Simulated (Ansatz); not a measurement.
## Electronic structure of C2H6OSSi (SMILES [SiH3]OC=CS) in real space

The calculation's input:

```
crystal:
  periodic: [false, false, false]
  atoms:
    - { symbol: Si, position_ang: [-1.4195, 0.7069, -1.0299] }
    - { symbol: O, position_ang: [-0.5318, -0.163, -0.016] }
    - { symbol: C, position_ang: [0.7796, 0.1009, 0.1169] }
    - { symbol: C, position_ang: [1.6883, -0.5914, 0.9383] }
    - { symbol: S, position_ang: [1.0706, -1.9322, 1.8933] }
    - { symbol: H, position_ang: [-0.9358, 0.6686, -2.4258] }
    - { symbol: H, position_ang: [-1.3998, 2.1778, -0.6181] }
    - { symbol: H, position_ang: [-2.8302, 0.2807, -1.0175] }
    - { symbol: H, position_ang: [1.208, 0.9386, -0.4152] }
    - { symbol: H, position_ang: [2.6684, -0.3412, 1.0325] }
    - { symbol: H, position_ang: [-0.2324, -1.9029, 1.562] }
basis:
  gaussian:
    orbitals: cc-pVDZ
hamiltonian:
  xc:
    name: B2GP-PLYP
output:
  orbitals: {}
```

The fields and orbitals are those of the mean-field reference, not of the correlated method.

The calculation used SCF B2GP-PLYP, Gaussian basis (Ansatz 0.2.0).

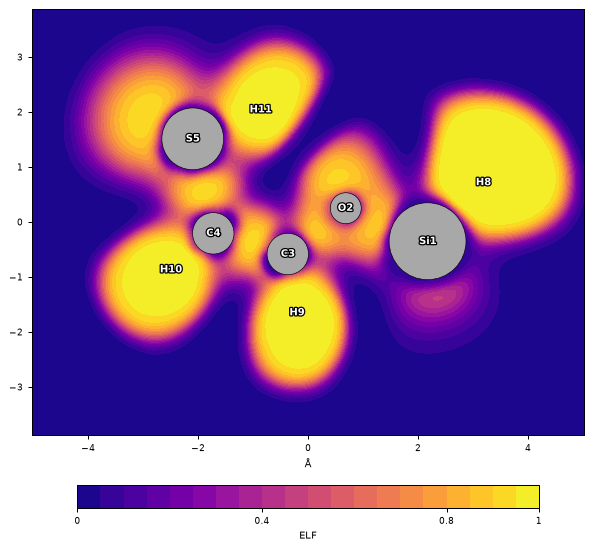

Figure 1. Electron localisation function on the plane of atoms S5, C4 and H10. Grey discs cover the atomic cores.

Read the bonding off the picture.

- The section cuts through Si, O, C, S and H sites.
- C–O (1.34 Å): the ELF peaks at about 0.90 between the atoms, as expected for a shared but strongly polarised pair.
- C–C (1.41 Å): the ELF peaks at about 0.95 between the atoms (a covalent bond).
- Si–O (1.60 Å): the ELF peaks at about 0.90 between the atoms: a shared but strongly polarised pair.
- C–S (1.76 Å): the ELF peaks at about 0.95 between the atoms; a covalent bond.
- C–H (1.02 Å): the ELF climbs to about 1 towards the hydrogen, as it does in any bond to H (an ordinary covalent bond to hydrogen).
- The ELF also peaks beside O2 and S5, away from the bonds: lone-pair regions.

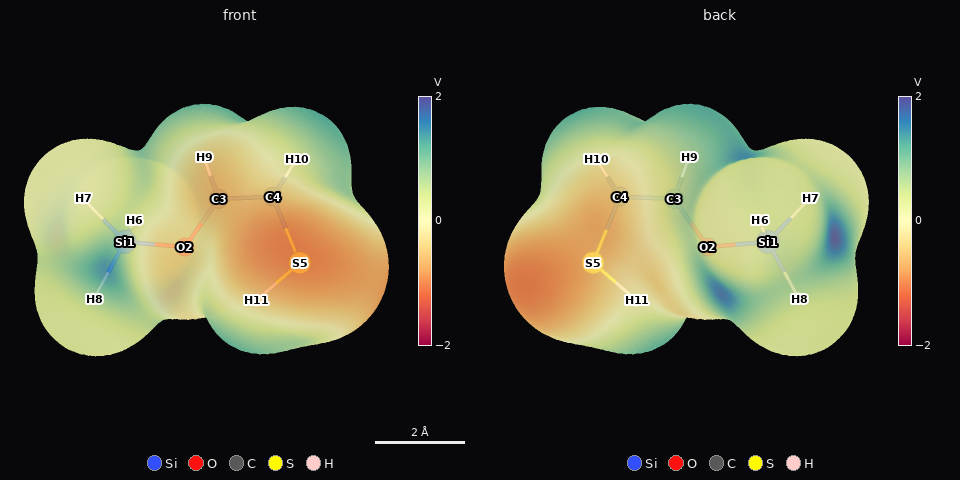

Figure 2. The molecular electrostatic potential painted on the density surface at 0.002 e/bohr³, seen from the front and from behind; the colour scale runs from red (negative) to blue (positive).

Where is the surface potential most negative and most positive?

The most negative region (about −1.1 V, or −25 kcal/mol for a unit charge) lies over S5, the most positive (about +1.7 V, or +39 kcal/mol for a unit charge) over Si1.

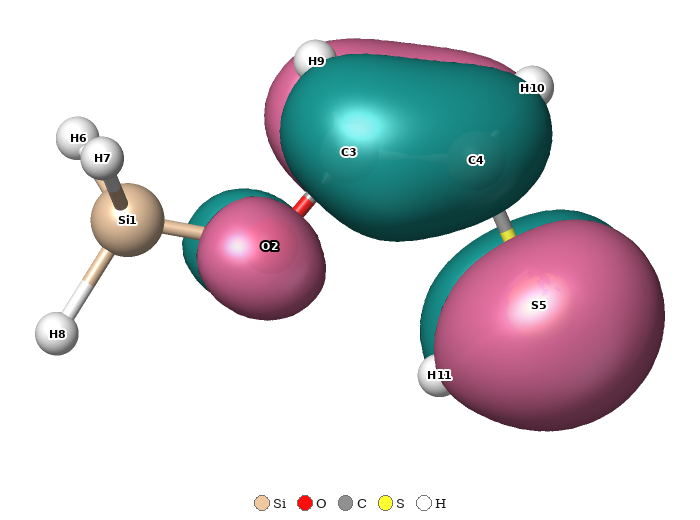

Figure 3. The HOMO at ±0.08 Å⁻³ᐟ² (teal and pink are the two phases), seen across its widest extent.

Where does this orbital lie, and at what energy?

It lies mainly on S5 (about 40 %), C3 (about 25 %), C4 (about 20 %) and O2 (about 10 %). Its energy is −7.10 eV.
